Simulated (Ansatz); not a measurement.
## WH₂Cl₃F₃: nudged elastic band (part 2 of 2)

The same run, continued: WH₂Cl₃F₃; RKS BHLYP-D4/def2-SVP (Ansatz 0.2.0). It belongs to a series of runs on one base structure; here: band between the two ends.

Geometry of the input (Å):
```
W  -0.1581  0.2281  -0.3453
H  -0.7446  0.5442  1.1832
F  1.5632  0.6348  -0.8767
Cl -0.4170  2.4888  -0.5000
F  -1.9877  0.2218  -0.6241
F  0.6455  -1.0018  0.7903
Cl -0.2776  -1.4857  -1.8853
Cl 1.8144  1.3767  2.4615
H  2.0430  0.1178  2.4006
```

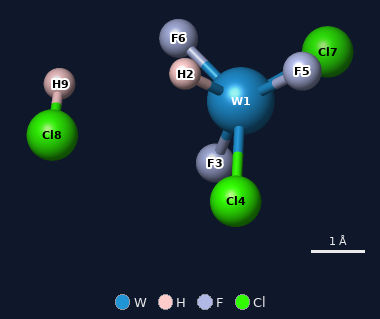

*The structure as given in the input (ball-and-stick view, seen at a tilt; atoms are numbered from 1 in the order of the input). Sticks mark near contacts.*

What the program printed, continued
```
NEB iter  48: max|band force component| = 5.405e-2 eV/Å  barrier→ = 2.1589 eV  barrier← = 2.8239 eV  CI = image 5  Δτ_max = 0.0250 Å  (365 SCF iters)
the calculation of the forces begins
reference -47556.88848819 eV, -1747.6834167242 hartree; 47, 47 occupied and 91, 91 virtual orbitals, 1394 factors
1406 factors; integrals over basis functions are off by at most 1.4e-3 eV
mean field evaluation 3680: about -47552.8532 eV, gradient 1.9e1 eV
mean field -47554.05934739 eV, -1747.5794477176 hartree, gradient 1.7e-5 eV, S^2 0.000000; 1 other end points of the search recorded, 0 dependent functions left out
the calculation of the forces begins
reference -47554.05956864 eV, -1747.5794558484 hartree; 47, 47 occupied and 91, 91 virtual orbitals, 1406 factors
NEB iter  49: max|band force component| = 4.158e-2 eV/Å  barrier→ = 2.1589 eV  barrier← = 2.8239 eV  CI = image 5  Δτ_max = 0.0000 Å  (835 SCF iters)
```

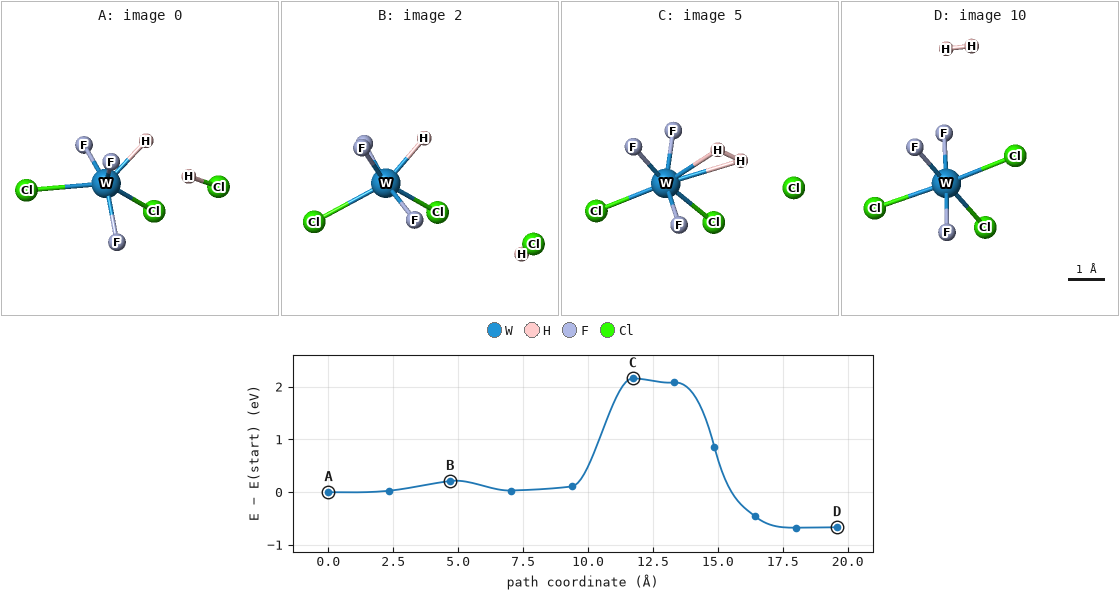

*Images of the last band (counted from 0; ball-and-stick, seen at a tilt) above the energy along the path; the line is a cubic interpolation that uses the forces.*

The highest image is number 5, 2.159 eV above the start and 2.824 eV above the end (the climbing image); the end lies 0.665 eV below the start. A further maximum stands at image 2, 0.212 eV from the start, so the path isn't one elementary step. The path is 19.58 Å long. The band converged in 49 iterations.

```
Total energy: -47554.53442822 eV, -1747.5969066159 hartree
Atom 0 at     0.118269    -0.046657    -0.282927 Å, force    -0.000458    -0.000478    -0.000022 eV/Å
Atom 1 at     0.449166    -0.009790     1.705302 Å, force    -0.000062    -0.000128    -0.000055 eV/Å
Atom 2 at     1.926412    -0.287810    -0.202920 Å, force    -0.000057     0.000078     0.000149 eV/Å
Atom 3 at     0.425788     2.137293    -0.567277 Å, force     0.000090     0.000229    -0.000353 eV/Å
Atom 4 at    -1.557337     0.276953     0.366370 Å, force     0.000208     0.000144    -0.000079 eV/Å
Atom 5 at    -0.089731    -1.834287     0.218463 Å, force     0.000272     0.000072    -0.000152 eV/Å
Atom 6 at    -0.323617    -0.623380    -2.416115 Å, force    -0.000052     0.000024     0.000279 eV/Å
Atom 7 at     0.936191     2.718847     1.976990 Å, force     0.000030     0.000022     0.000212 eV/Å
Atom 8 at     0.595954     0.793430     1.806214 Å, force     0.000030     0.000037     0.000021 eV/Å
Dipole moment:    -0.135690    -0.255160    -0.576937 e Å
this run last wrote the band of iteration 49 to [file]
```

The last band as extended XYZ (Å, eV, eV/Å)
```
9
Properties=species:S:1:pos:R:3:forces:R:3 image=0 energy=-47556.69313
W    -0.1581    0.2281   -0.3453   -0.0060   0.0144  -0.0115
H    -0.7446    0.5442    1.1832    0.0031  -0.0021  -0.0014
F     1.5632    0.6348   -0.8767   -0.0097   0.0003   0.0064
Cl   -0.4170    2.4888   -0.5000    0.0035  -0.0064  -0.0024
F    -1.9877    0.2218   -0.6241   -0.0056   0.0019  -0.0032
F     0.6455   -1.0018    0.7903    0.0111  -0.0070   0.0148
Cl   -0.2776   -1.4857   -1.8853    0.0009   0.0017  -0.0021
Cl    1.8144    1.3767    2.4615   -0.0001  -0.0072  -0.0030
H     2.0430    0.1178    2.4006    0.0029   0.0044   0.0025
9
Properties=species:S:1:pos:R:3:forces:R:3 image=1 energy=-47556.66482
W    -0.1575    0.0448   -0.3337   -0.0027   0.0074  -0.0280
H    -0.7352   -0.1660    1.2162   -0.0069   0.0177   0.0265
F     1.5718    0.5743   -0.6913    0.0173   0.0358  -0.0217
Cl   -0.3500    2.2473    0.3045    0.0031  -0.0140   0.0017
F    -1.9864    0.2106   -0.5679    0.0044  -0.0058   0.0018
F     0.5748   -1.5313    0.2786    0.0148   0.0123   0.0232
Cl   -0.3446   -0.9849   -2.3868   -0.0069  -0.0131   0.0067
Cl    2.0222    0.7622    2.5973   -0.0284  -0.0152  -0.0080
H     1.8860    1.9677    2.1871    0.0054  -0.0251  -0.0021
9
Properties=species:S:1:pos:R:3:forces:R:3 image=2 energy=-47556.48103
W    -0.2286   -0.1955   -0.3430    0.0007   0.0145  -0.0118
H    -0.6298   -0.6922    1.2240   -0.0246  -0.0063  -0.0030
F     1.5675   -0.1345   -0.0082   -0.0162   0.0532   0.0141
Cl   -0.3491    1.9095    0.4753    0.0081   0.0153   0.0043
F    -2.0674   -0.1804   -0.4617    0.0067   0.0175   0.0115
F    -0.0785   -2.0400   -0.3854    0.0347  -0.0142  -0.0215
Cl   -0.1806   -0.1831   -2.6599   -0.0151  -0.0518   0.0038
Cl    2.6039    1.8760    2.6391   -0.0063  -0.0185  -0.0011
H     1.8435    2.7649    2.1239    0.0121  -0.0097   0.0037
9
Properties=species:S:1:pos:R:3:forces:R:3 image=3 energy=-47556.66078
W    -0.1784   -0.2753   -0.2790    0.0007   0.0024  -0.0087
H     0.4962    0.1454    1.1726   -0.0134  -0.0033   0.0050
F     1.5287   -0.9669   -0.4446    0.0003   0.0079   0.0073
Cl   -0.7226    1.9122    0.2149   -0.0020  -0.0048   0.0084
F    -1.9822   -0.5147   -0.5981   -0.0042   0.0003  -0.0008
F    -0.4527   -1.8579    0.6384    0.0021   0.0001  -0.0127
Cl    0.2371    0.4265   -2.4258    0.0008  -0.0122  -0.0007
Cl    2.2614    1.7478    2.3404    0.0004   0.0093  -0.0023
H     1.2935    2.5073    1.9853    0.0152   0.0002   0.0043
9
Properties=species:S:1:pos:R:3:forces:R:3 image=4 energy=-47556.58434
W     0.0017   -0.3681   -0.3073    0.0028  -0.0121  -0.0075
H     0.5074    0.3139    1.1291   -0.0023   0.0220  -0.0197
F     1.7698   -0.7362   -0.5926   -0.0083  -0.0213  -0.0088
Cl    0.3080    1.9735   -0.5173   -0.0032  -0.0182  -0.0014
F    -1.6877   -0.1983    0.3703   -0.0110  -0.0202  -0.0070
F    -0.0682   -2.0717    0.3937    0.0040  -0.0151   0.0178
Cl   -0.5805   -0.1567   -2.5124   -0.0016   0.0156  -0.0163
Cl    1.2468    1.9828    2.9159    0.0065  -0.0242   0.0370
H     0.9838    2.3855    1.7247    0.0131   0.0737   0.0059
9
Properties=species:S:1:pos:R:3:forces:R:3 image=5 energy=-47554.53421
W     0.1183   -0.0467   -0.2829   -0.0005  -0.0005   0.0000
H     0.4492   -0.0098    1.7053   -0.0001  -0.0001  -0.0001
F     1.9264   -0.2878   -0.2029   -0.0001   0.0001   0.0001
Cl    0.4258    2.1373   -0.5673    0.0001   0.0002  -0.0004
F    -1.5573    0.2770    0.3664    0.0002   0.0001  -0.0001
F    -0.0897   -1.8343    0.2185    0.0003   0.0001  -0.0002
Cl   -0.3236   -0.6234   -2.4161   -0.0001   0.0000   0.0003
Cl    0.9362    2.7188    1.9770    0.0000   0.0000   0.0002
H     0.5960    0.7934    1.8062    0.0000   0.0000   0.0000
9
Properties=species:S:1:pos:R:3:forces:R:3 image=6 energy=-47554.61173
W     0.1101   -0.0262   -0.2029   -0.0127  -0.0015  -0.0027
H     0.4130   -0.5908    2.0134    0.0049   0.0563  -0.0301
F     1.9109   -0.3061   -0.0462    0.0019  -0.0030  -0.0208
Cl    0.4945    2.1870   -0.5956    0.0051   0.0221   0.0421
F    -1.4831    0.3915    0.5940    0.0002  -0.0077  -0.0197
F    -0.2280   -1.8726   -0.0250    0.0023   0.0007   0.0279
Cl   -0.3861   -0.3390   -2.4072   -0.0009  -0.0302  -0.0055
Cl    1.0684    3.5330    1.1766   -0.0064  -0.0978   0.0361
H     0.5815    0.1478    2.0970    0.0056   0.0611  -0.0272
9
Properties=species:S:1:pos:R:3:forces:R:3 image=7 energy=-47555.83205
W     0.1793    0.3611   -0.0968    0.1286   0.6418   0.1493
H     0.6037   -0.5795    2.0198    0.0132   0.0053   0.0470
F     1.9640   -0.0092   -0.1281    0.0329   0.2574   0.0419
Cl    0.1381    2.2761   -1.3543   -0.2475   0.1242  -1.1989
F    -1.4454    0.4089    0.7265    0.0227   0.2499   0.0399
F     0.0151   -1.5079    0.1394    0.1388   0.6245   0.2312
Cl   -0.4654   -0.3994   -2.1867    0.0542  -0.0243   0.2845
Cl    0.7686    2.4140    1.3317   -0.1656  -1.8537   0.2795
H     0.7231    0.1604    2.1527    0.0227  -0.0252   0.1256
9
Properties=species:S:1:pos:R:3:forces:R:3 image=8 energy=-47557.15255
W     0.1398    0.5475   -0.3720   -0.0129   0.0567  -0.0771
H     0.6992   -0.8268    2.6243    0.0299  -0.0834   0.1641
F     1.9376    0.2384   -0.5885   -0.0102   0.0703  -0.1368
Cl    0.0640    2.3725   -1.7387   -0.0234   0.0392  -0.0979
F    -1.5881    0.6807    0.2375   -0.0373   0.0765  -0.1351
F     0.1394   -1.0914    0.4837    0.0321   0.1205   0.0871
Cl   -0.4599   -0.6316   -2.2414   -0.0061  -0.0476  -0.0182
Cl    0.7091    1.9664    1.3323   -0.0103  -0.1385   0.0129
H     0.8400   -0.1311    2.8670    0.0381  -0.0937   0.2010
9
Properties=species:S:1:pos:R:3:forces:R:3 image=9 energy=-47557.36603
W     0.2043    0.6567   -0.5873    0.0002  -0.0009   0.0007
H     0.5537   -0.8909    3.0497    0.0001  -0.0006  -0.0010
F     1.9302    0.4532   -1.1885   -0.0002  -0.0002   0.0020
Cl   -0.1182    2.4119   -1.9915    0.0007  -0.0003  -0.0002
F    -1.5126    0.8127    0.0528   -0.0003   0.0004   0.0003
F     0.4665   -0.7786    0.5526   -0.0014  -0.0001  -0.0003
Cl   -0.5179   -0.8403   -2.1541    0.0003   0.0003  -0.0001
Cl    0.9502    2.0139    1.0891   -0.0010   0.0001   0.0004
H     0.5251   -0.7140    3.7813    0.0015   0.0014  -0.0018
9
Properties=species:S:1:pos:R:3:forces:R:3 image=10 energy=-47557.35812
W     0.3610    0.5711   -0.5430    0.0045   0.0156  -0.0173
H    -0.1541   -0.7949    3.0653    0.0162   0.0247   0.0190
F     1.8954    0.5927   -1.5560    0.0083   0.0126  -0.0078
Cl   -0.4071    2.4433   -1.5764    0.0059  -0.0038  -0.0022
F    -1.1559    0.4832    0.4903   -0.0200   0.0149   0.0239
F     0.9782   -0.9507    0.3037    0.0117  -0.0213   0.0097
Cl   -0.6250   -0.7882   -2.0932    0.0049  -0.0001   0.0060
Cl    1.4125    1.7997    1.0716   -0.0138  -0.0147  -0.0133
H     0.1761   -0.2316    3.4418   -0.0176  -0.0279  -0.0181
```

Summary

| quantity | value |
| --- | --- |
| outcome | converged |
| barrier, forward | 2.159 eV |
| barrier, backward | 2.824 eV |
| hardware | 4 threads of AMD EPYC (Zen 3), 24 GiB of memory available, shared host |
| wall time | 23 min (CPU time 87 min) |
| peak memory | 0.52 GiB |

Notes

The order of the saddle point was not checked.
